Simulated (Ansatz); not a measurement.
## Geometry relaxation, with input and output: SnSiH8O (part 2 of 2)

Continued. System: SnSiH8O. Method: RKS BHLYP-D4/def2-SVP (Ansatz 0.2.0). The input holds or restrains some coordinates. It belongs to a series of runs on one base structure; here: pulled along the bonds that form and break, towards end B.

Trajectory as extended XYZ, continued:
```
11
Properties=species:S:1:pos:R:3:forces:R:3 step=5 energy=-15878.79126
Sn   -0.8878   -0.9258   -1.2900    0.4553   0.5675   0.7232
H     1.7454   -1.7904   -0.0819    1.0709  -2.6224  -1.3762
H     0.2659   -1.0869   -2.5391   -0.0241   0.0905   0.1393
H    -1.2337   -2.4309   -0.5720    0.0043   0.0920   0.0277
H    -2.2381   -0.0385   -1.7485   -0.3283   0.0403  -0.2003
H     1.5393   -1.2197    0.2403   -0.8713   2.4460   1.3944
O    -0.1631    0.2768    0.1531    0.2018  -0.1820  -0.0228
Si    0.1709    1.4991    1.2064   -0.2681  -0.3940  -0.5004
H     0.3273    2.7610    0.4379   -0.0394   0.0694   0.1155
H    -0.9513    1.6136    2.1726    0.0378   0.1258   0.0184
H     1.4250    1.3417    2.0213   -0.2389  -0.2331  -0.3188
11
Properties=species:S:1:pos:R:3:forces:R:3 step=6 energy=-15878.87794
Sn   -0.8642   -0.8852   -1.2325    0.3825   0.4623   0.5528
H     1.7794   -1.8842   -0.2010    1.2147  -1.8900  -1.4421
H     0.3102   -0.9554   -2.4627   -0.0195   0.0476   0.0564
H    -1.1839   -2.4158   -0.5603    0.0191   0.0946   0.0554
H    -2.2761   -0.1082   -1.7572   -0.1007   0.1134   0.0290
H     1.4754   -1.4049    0.2002   -0.9895   1.7699   1.5115
O    -0.0793    0.2514    0.2430   -0.5435  -0.9647  -1.0186
Si    0.1428    1.5345    1.1970   -0.0735   0.6007   0.2650
H     0.3147    2.8017    0.4062   -0.1278  -0.2419   0.1591
H    -0.9883    1.7096    2.1648    0.1211   0.0368  -0.2186
H     1.3691    1.3566    2.0026    0.1171  -0.0285   0.0500
11
Properties=species:S:1:pos:R:3:forces:R:3 step=7 energy=-15878.92683
Sn   -0.8388   -0.8567   -1.2133    0.2688   0.5200   0.6486
H     1.7354   -2.0419   -0.2149    0.7184  -2.0171  -1.2237
H     0.3033   -0.8721   -2.4660    0.0253   0.0154  -0.0308
H    -1.1614   -2.3916   -0.5724   -0.0131  -0.0284   0.0185
H    -2.2595   -0.0252   -1.6456   -0.0146   0.0517   0.0248
H     1.5589   -1.4743    0.1532   -0.5240   1.8937   1.2745
O     0.0068    0.1786    0.3015   -0.4234  -0.4434  -0.6883
Si    0.1290    1.5384    1.1920   -0.0331   0.0861   0.0239
H     0.2312    2.7578    0.3402    0.0057  -0.0679   0.0221
H    -1.0496    1.7252    2.0826    0.0374  -0.0227  -0.0342
H     1.3446    1.4618    2.0428   -0.0474   0.0127  -0.0353
11
Properties=species:S:1:pos:R:3:forces:R:3 step=8 energy=-15878.97811 accepted=F
Sn   -0.8228   -0.8325   -1.1928    0.2887   0.5974   0.7544
H     1.6691   -2.1909   -0.1888    0.1726  -0.2166  -0.0667
H     0.2879   -0.7893   -2.4743    0.0002  -0.0185  -0.0274
H    -1.1548   -2.3834   -0.5998   -0.0234  -0.0460  -0.0252
H    -2.2418    0.0598   -1.5354    0.0791  -0.0341   0.0346
H     1.6813   -1.5010    0.1041   -0.0091   0.0671   0.0961
O     0.0915    0.1119    0.3530   -0.5143   0.1099  -0.5102
Si    0.1106    1.5384    1.1795    0.1292  -0.4084  -0.1258
H     0.1735    2.7145    0.2711    0.0417  -0.0314  -0.0298
H    -1.1041    1.7211    2.0160    0.0049  -0.0570   0.0085
H     1.3095    1.5517    2.0676   -0.1694   0.0375  -0.1084
11
Properties=species:S:1:pos:R:3:forces:R:3 step=9 energy=-15878.93324
Sn   -0.8272   -0.8403   -1.1922    0.3266   0.5070   0.6645
H     1.7241   -2.1072   -0.2382    0.5397  -1.8792  -1.1807
H     0.3015   -0.8097   -2.4600   -0.0095  -0.0138  -0.0087
H    -1.1543   -2.3906   -0.5869   -0.0009  -0.0011  -0.0077
H    -2.2527    0.0093   -1.5862    0.0247   0.0380   0.0512
H     1.5917   -1.5346    0.1471   -0.3581   1.7567   1.2205
O     0.0626    0.1426    0.3411   -0.5832  -0.3132  -0.7352
Si    0.1144    1.5440    1.1814    0.0343  -0.0093   0.0240
H     0.2067    2.7423    0.2966   -0.0130  -0.1082   0.0144
H    -1.0820    1.7361    2.0493    0.0372  -0.0476  -0.0751
H     1.3151    1.5080    2.0481    0.0021   0.0707   0.0328
11
Properties=species:S:1:pos:R:3:forces:R:3 step=10 energy=-15878.93970
Sn   -0.8158   -0.8298   -1.1778    0.2734   0.4709   0.6128
H     1.7306   -2.1276   -0.2500    0.5350  -1.9876  -1.2852
H     0.2877   -0.8099   -2.4688   -0.0066  -0.0026   0.0071
H    -1.1675   -2.3846   -0.5968    0.0008   0.0071  -0.0038
H    -2.2222    0.0732   -1.5158    0.0091   0.0056   0.0105
H     1.6078   -1.5601    0.1411   -0.3592   1.8603   1.3164
O     0.0957    0.1229    0.3553   -0.4388  -0.3233  -0.6301
Si    0.1119    1.5366    1.1765   -0.0141  -0.0226  -0.0264
H     0.1885    2.7052    0.2583   -0.0023  -0.0110   0.0050
H    -1.1095    1.7055    2.0072    0.0057  -0.0036  -0.0094
H     1.2927    1.5688    2.0709   -0.0030   0.0067   0.0031
```

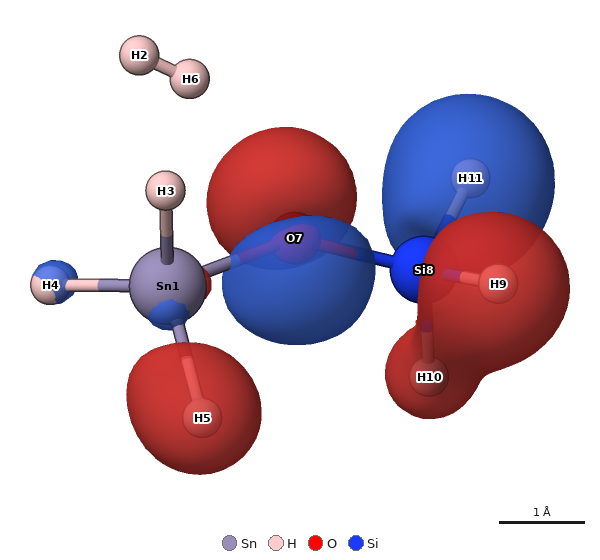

*The HOMO−1 at ±0.1 Å⁻³ᐟ² (blue and red are the two phases), seen at a tilt.*

By Hirshfeld shares it lies mainly on O7 (40 %), Si8 (20 %), H11 (15 %) and H9 (10 %). Its energy is −9.55 eV.

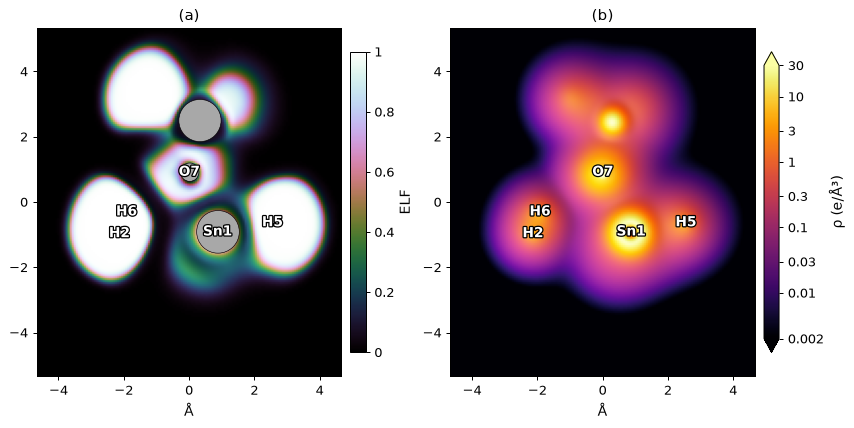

*(a) electron localisation function; (b) electron density on the plane of atoms H5, Sn1 and O7. Grey discs, where drawn, cover atomic cores.*

Sn–O (2.02 Å): ρ at the midpoint is about 0.63 e/Å³; the ELF peaks at about 0.80 in the valence shell of O, 0.6 Å from its nucleus, and drops to about 0.10 between the two atoms. Sn–H (1.71 Å): ρ is about 1.1 e/Å³ halfway, with its minimum of 0.74 e/Å³ about 1.1 Å from Sn; the ELF climbs to about 1 towards the hydrogen, as it does in any bond to H.

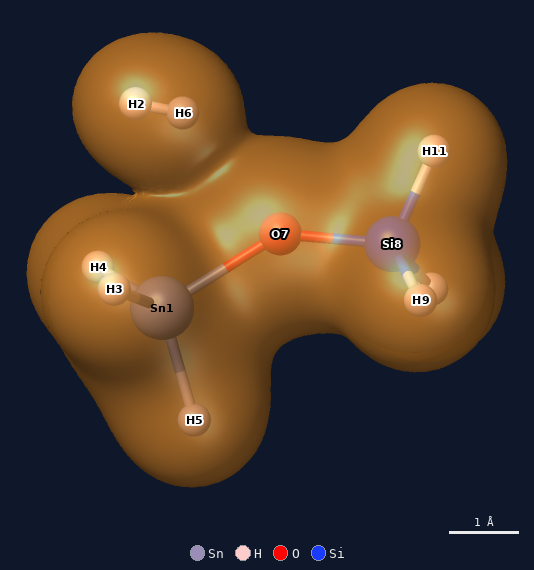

*Isosurface of the total electron density at 0.05 e/Å³ (orange), seen face on.*

At this value the surface is in one piece. On the grid the lowest density along these lines, outside the cores, is 0.06 e/Å³ (Sn···H, 2.85 Å), 0.93 e/Å³ (Si–O, 1.63 Å), 0.63 e/Å³ (Sn–O, 2.02 Å) and 1.9 e/Å³ (H–H, 0.70 Å).

This output came from the following input.

The input:
```yaml
crystal:
  periodic: [false, false, false]
  atoms:
    - { symbol: Sn, position_ang: [-0.6711, -1.1685, -1.3364] }
    - { symbol: H, position_ang: [1.2576, -1.5938, -0.2691] }
    - { symbol: H, position_ang: [0.2487, -1.2116, -2.7699] }
    - { symbol: H, position_ang: [-1.2868, -2.5852, -0.6274] }
    - { symbol: H, position_ang: [-1.9637, -0.0882, -1.5954] }
    - { symbol: H, position_ang: [1.0726, -0.7735, 0.2373] }
    - { symbol: O, position_ang: [0.2481, 0.1946, 0.4058] }
    - { symbol: Si, position_ang: [0.2597, 1.5309, 1.2985] }
    - { symbol: H, position_ang: [0.3111, 2.6976, 0.4154] }
    - { symbol: H, position_ang: [-0.946, 1.5755, 2.1271] }
    - { symbol: H, position_ang: [1.4697, 1.4223, 2.1142] }
basis:
  gaussian: { orbitals: def2-SVP }
hamiltonian:
  xc: { name: BHLYP }
  dispersion: d4
relax:
  f_tol: 0.15
  max_steps: 25
  restrain:
    - { distance: [0, 6], at: 2.05, k: 30.0 }
    - { distance: [5, 1], at: 0.62, k: 30.0 }
    - { distance: [0, 1], at: 3.0, k: 30.0 }
    - { distance: [5, 6], at: 2.27, k: 30.0 }
output:
  orbitals: {}
```

Launched with:
```bash
ansatz run input.yaml --threads 2 --pin off --max-ram 3072MiB --backend cpu --events-out ev --progress --plain --runs-dir out
```

Results in brief:

| quantity | value |
| --- | --- |
| outcome | converged under the restraints of the input |
| total energy | −15878.9399 eV |
| mean-field energy | −15878.6590 eV |
| largest force (length of the vector) at the end, held atoms and coordinates included | 2.427 eV/Å |
| hardware | 2 threads of Intel Xeon (Sapphire Rapids), 16 GiB of memory available, shared host |
| wall time | 24 s (CPU time 45 s) |
| peak memory | 0.23 GiB |
